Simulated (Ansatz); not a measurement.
# RPA@PBE/STO-3G run of SiO2 (silicon dioxide molecule)

Aim: the energy change on altering one bond length of SiO2 (silicon dioxide molecule) at RPA@PBE/STO-3G, from 2 runs. 

Program for the calculation: Ansatz 0.2.0.

37 further runs of the same task are left out: 8 that didn't finish, 29 set aside as unsound or not needed.

## 1. The structure to begin with

The species is SiO2 (3 atoms), meant as a singlet with charge 0. As SMILES, `O=[Si]=O`. Geometry: relaxed at GFN2-xTB.

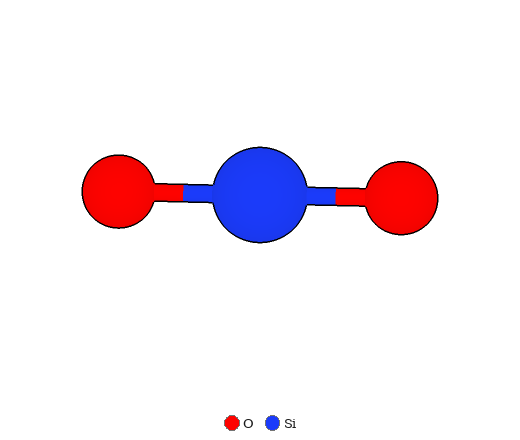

The structure, seen from a chosen angle (oxygen red, silicon blue).

## 2. The energy at RPA@PBE/STO-3G

File input.yaml:

```yaml
basis:
  gaussian: {orbitals: STO-3G}
crystal:
  periodic: [false, false, false]
  atoms:
    - {symbol: O, position_ang: [0.691230, 1.217290, 0.513740]}
    - {symbol: Si, position_ang: [-0.000730, 0.000440, -0.000160]}
    - {symbol: O, position_ang: [-0.690510, -1.217740, -0.513580]}
hamiltonian: {xc: pbe}
correlation: {method: rpa, frozen_orbitals: {O: 1, Si: 5}}
accuracy: high
```

On the command line:

```console
ansatz run input.yaml --threads 1 --pin off --max-ram 2610MiB --events-out events.jsonl --progress --plain --runs-dir runs
```

Log:

```text
Warning: RAYON_NUM_THREADS=1 ignored (pool sized by the plan → 1); use --threads N
Functional definition: PBE
  name "PBE"
  parameter kappa = 0.804
  parameter beta = 0.06672455060314922
  exchange = pbe_x(kappa = kappa, mu = beta*pi^2/3)
  correlation = pbe_c(beta = beta)
324 factors; integrals over basis functions are off by at most 2.5e-8 eV
mean field evaluation 1: about -11804.3467 eV, gradient 4.6e1 eV
mean field evaluation 2: about -11804.3334 eV, gradient 4.6e1 eV
mean field evaluation 4: about -11812.2015 eV, gradient 8.8e0 eV
mean field evaluation 8: about -11812.4656 eV, gradient 4.6e-2 eV
mean field evaluation 16: about -11812.4653 eV, gradient 1.9e-7 eV
mean field evaluation 32: about -11777.0778 eV, gradient 1.3e1 eV
mean field -11812.46525105 eV, -434.1000911994 hartree, gradient 6.5e-9 eV, S^2 0.000000; 0 other end points of the search recorded, 0 dependent functions left out
7 core orbitals not correlated: weight in the atoms' cores, before any rotation towards them, 0.999 or more for the frozen orbitals, at most 0.000 for the correlated occupied ones
reference -11784.94406837 eV, -433.0887063907 hartree; 8, 8 occupied and 4, 4 virtual orbitals, 324 factors
Total energy: -11794.24374271 eV, -433.4304631190 hartree
```

Run time: 1.3 s. Hardware: 1 thread of AMD EPYC 7R43 (Zen 3), shared host; peak memory 0.11 GiB.

## 3. The distorted shape

File in.yaml:

```yaml
crystal:
  periodic: [false, false, false]
  atoms:
    - {symbol: O, position_ang: [0.864230, 1.521520, 0.642222]}
    - {symbol: Si, position_ang: [-0.000730, 0.000440, -0.000160]}
    - {symbol: O, position_ang: [-0.690510, -1.217740, -0.513580]}
basis:
  gaussian:
    orbitals: STO-3G
accuracy: high
correlation:
  method: rpa
  frozen_orbitals: {O: 1, Si: 5}
hamiltonian:
  xc: pbe
```

On the command line:

```console
ansatz run in.yaml --threads 1 --pin off --max-ram 2610MiB --events-out events.jsonl --progress --plain --runs-dir runs
```

Log (excerpt; [...] marks lines left out):

```text
Warning: RAYON_NUM_THREADS=1 ignored (pool sized by the plan → 1); use --threads N
[... 2 set-up lines as earlier in the session ...]
[...]
320 factors; integrals over basis functions are off by at most 1.5e-8 eV
[...]
mean field -11811.64660132 eV, -434.0700063768 hartree, gradient 1.2e-8 eV, S^2 0.000000; 0 other end points of the search recorded, 0 dependent functions left out
7 core orbitals not correlated: weight in the atoms' cores, before any rotation towards them, 0.999 or more for the frozen orbitals, at most 0.000 for the correlated occupied ones
reference -11783.19932199 eV, -433.0245881438 hartree; 8, 8 occupied and 4, 4 virtual orbitals, 320 factors
Total energy: -11793.69621744 eV, -433.4103419364 hartree
```

Wall time 1.4 s (1 thread of AMD EPYC 7R43 (Zen 3), shared host); peak memory 0.11 GiB.

## 4. What came out

Level: RPA@PBE/STO-3G, 7 core orbitals frozen.

| quantity | value |
| --- | --- |
| first shape: total energy | -433.43046 Eh |
| first shape: RPA correlation energy (valence) | -341.8 mEh |
| distorted shape: total energy | -433.41034 Eh |
| distorted shape: RPA correlation energy (valence) | -385.8 mEh |
| energy change with the O1–Si2 bond stretched from 1.491 to 1.864 Å | 0.548 eV |

With the O1–Si2 bond stretched from 1.491 to 1.864 Å the energy rises by 0.55 eV (52.8 kJ/mol). The first shape isn't relaxed at this level, so the change isn't measured from a minimum. The minimal basis adds a large error of its own.
